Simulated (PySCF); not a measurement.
# CH3GaSe (SMILES [CH2]1[GaH][Se]1) at 5 levels

Aim: a comparison of 5 runs (HF/STO-3G, B3LYP/pcseg-1, TPSSh/6-31G*, CAM-B3LYP/pcseg-2, wB97X/pcseg-2) of CH3GaSe. 

The results are computed with PySCF 2.14.0.

### Step 1. The structure to begin with

The species is CH3GaSe (6 atoms), meant as a singlet with charge 0. As SMILES, `[CH2]1[GaH][Se]1`. The shape is that of a PBE0-D4/def2-TZVP optimisation.

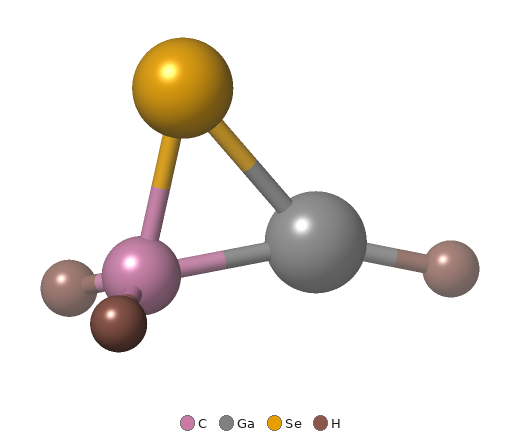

The structure, seen from a chosen angle (carbon pink, gallium grey, selenium amber, hydrogen brown).

### Step 2. Energy and gradient at HF/STO-3G (run 1)

File mol.xyz:

```xyz
6

C     -0.101600    -0.241000    -0.785100
Ga     0.115600     0.649600     0.915900
Se     0.106200    -1.624600     0.705500
H     -1.076400    -0.302200    -1.257300
H      0.718100    -0.287600    -1.494100
H      0.238100     1.805900     1.915100
```

File run.py:

```python
# [CH2]1[GaH][Se]1
from pyscf import gto, scf

mol = gto.M(
    atom='mol.xyz',
    basis='sto-3g',
    max_memory=1860,
    verbose=4,
)

myscf = scf.RHF(mol)
myscf.conv_tol = 1e-10
myscf.kernel()
if not myscf.converged:
    myscf = myscf.newton().run(myscf.mo_coeff, myscf.mo_occ)

energy = myscf.e_tot
print(f'total energy: {energy:.8f} hartree')
grad = myscf.nuc_grad_method().kernel()
myscf.analyze()
```

Started as:

```console
$ OMP_NUM_THREADS=1 python run.py
```

What it wrote:

```text
PySCF version 2.14.0

[... 85 lines left out ...]
Two-electron Coulomb Energy =         2295.320458294155287
[... 10 lines left out ...]
MO #8   energy= -42.0088051525006  occ= 2
[... 8 lines left out ...]
MO #17  energy= -3.9969945545288   occ= 2
[... 8 lines left out ...]
MO #26  energy= -0.709043731810439 occ= 2
[... 8 lines left out ...]
MO #35  energy= -0.291439619249523 occ= 2
[... 8 lines left out ...]
MO #44  energy= 0.795280856720509  occ= 0
[... 53 lines left out ...]
Dipole moment(X, Y, Z, Debye): -0.02419,  2.22159, -0.04737
```

Run time: 3.9 s. Hardware: 1 thread of Intel Xeon at 2.70GHz, shared host; peak memory 0.12 GiB.

### Step 3. Energy and forces at B3LYP/pcseg-1 (run 2)

File calc.py:

```python
import pyscf.grad
from pyscf import gto, dft

mol = gto.M(
    atom='''
C     -0.101600    -0.241000    -0.785100
Ga     0.115600     0.649600     0.915900
Se     0.106200    -1.624600     0.705500
H     -1.076400    -0.302200    -1.257300
H      0.718100    -0.287600    -1.494100
H      0.238100     1.805900     1.915100
''',
    max_memory=1860,
    spin=0,
    basis='pcseg-1',
    verbose=4,
)

calc0 = dft.RKS(mol, xc='b3lyp')
calc0.grids.level = 5
calc0.conv_tol = 1e-10
calc0.kernel()
if not calc0.converged:
    calc0 = calc0.newton().run(calc0.mo_coeff, calc0.mo_occ)

etot = calc0.e_tot
print('Final energy', etot)
grad = calc0.Gradients().kernel()
dip = calc0.dip_moment()
pop, q = calc0.mulliken_pop()
```

Started as:

```console
$ OMP_NUM_THREADS=1 python calc.py
```

What it wrote:

```text
PySCF version 2.14.0

[... 74 lines left out ...]
converged SCF energy = -4365.89775196903
Final energy -4365.897751969031
[... 13 lines left out ...]
Dipole moment(X, Y, Z, Debye): -0.05174,  2.23834, -0.25481
[... 90 lines left out ...]
charge of    5H =     -0.03836
```

Wall time 50 s (1 thread of Intel Xeon at 2.70GHz, shared host); peak memory 0.81 GiB.

Runs 3 to 4 aren't shown in full; the table further down has their settings and results.

### Step 4. Energy and forces at wB97X/pcseg-2 (run 5)

File input.xyz:

```xyz
6

C     -0.101600    -0.241000    -0.785100
Ga     0.115600     0.649600     0.915900
Se     0.106200    -1.624600     0.705500
H     -1.076400    -0.302200    -1.257300
H      0.718100    -0.287600    -1.494100
H      0.238100     1.805900     1.915100
```

File calc.py:

```python
from pyscf import gto, dft

molecule = gto.M(
    atom='input.xyz',
    charge=0,
    verbose=4,
    basis='pcseg-2',
    max_memory=1860,
)

mf = dft.RKS(molecule)
mf.xc = 'wb97x'
mf.grids.level = 5
mf.conv_tol = 1e-10
mf.kernel()
if not mf.converged:
    mf = mf.newton().run(mf.mo_coeff, mf.mo_occ)

energy = mf.e_tot
print(f'total energy: {energy:.8f} hartree')
grad = mf.nuc_grad_method().kernel()
mf.analyze()
```

Started as:

```console
$ OMP_NUM_THREADS=1 python calc.py
```

What it wrote:

```text
PySCF version 2.14.0

[... 120 lines left out ...]
MO #18  energy= -3.8962340020457   occ= 2
[... 27 lines left out ...]
MO #46  energy= 0.204568589902508  occ= 0
[... 27 lines left out ...]
MO #74  energy= 0.937569772400772  occ= 0
[... 27 lines left out ...]
MO #102 energy= 1.66699794774813   occ= 0
[... 27 lines left out ...]
MO #130 energy= 4.10824772583628   occ= 0
[... 27 lines left out ...]
MO #158 energy= 6.81290561652244   occ= 0
[... 167 lines left out ...]
Dipole moment(X, Y, Z, Debye): -0.04745,  2.55899, -0.20272
```

Wall time 9.6 min (1 thread of Intel Xeon at 2.70GHz, shared host); peak memory 1.9 GiB.

### Step 5. Overview of the runs

| run | level | integration grid | energy (Eh) | dipole moment (D) | HOMO energy (eV) | LUMO energy (eV) | wall time |
| --- | --- | --- | --- | --- | --- | --- | --- |
| 1 | HF/STO-3G | – | -4313.596556 | 2.22 | -6.70 | 4.28 | 3.9 s |
| 2 | B3LYP/pcseg-1 | 5 | -4365.897752 | 2.25 | -6.33 | -1.72 | 50 s |
| 3 | TPSSh/6-31G* (spherical functions) | 5 | -4365.645429 | 2.27 | -5.96 | -1.79 | 53 s |
| 4 | CAM-B3LYP/pcseg-2 | 5 | -4366.625058 | 2.56 | -7.80 | -0.68 | 10 min |
| 5 | wB97X/pcseg-2 | 5 | -4366.470269 | 2.57 | -8.76 | 0.25 | 9.6 min |

### Step 6. Summary of results

```
                       quantity           value
            run 5: total energy  -4366.47027 Eh
           run 5: dipole moment          2.57 D
             run 5: HOMO energy        -8.76 eV
             run 5: LUMO energy         0.25 eV
           run 5: HOMO–LUMO gap         9.01 eV
run 5: largest force on an atom      0.241 eV/Å
```

What this shows: The dipole moment (its size) runs from 2.22 D (HF/STO-3G) to 2.57 D (wB97X/pcseg-2). The two ends differ in method and basis. The HOMO–LUMO gap runs from 4.17 eV (TPSSh/6-31G*) to 10.97 eV (HF/STO-3G). Totals of different functionals can't be ranked against each other. In run 1 the basis is minimal, so the values are rough. All runs together took 22 min, the longest 10 min.
